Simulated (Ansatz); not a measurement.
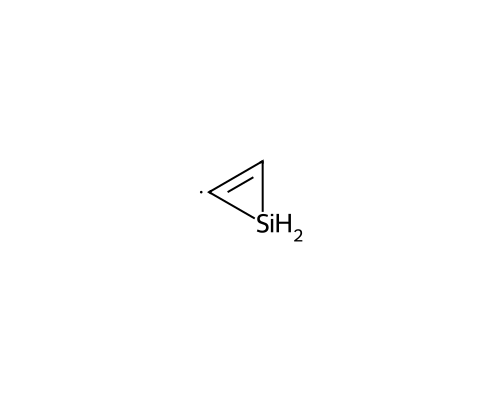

Charge 0, doublet. The computed structure is the end point of a PBE0-D4/def2-TZVP optimisation. No frequency run is at hand to confirm it as a minimum. Properties computed with UKS PBE0-D4/def2-TZVP (Ansatz 0.2.0).

### What is the dipole moment?

1.79 D.

### Estimate the ⟨S²⟩ of the determinant.

0.761.
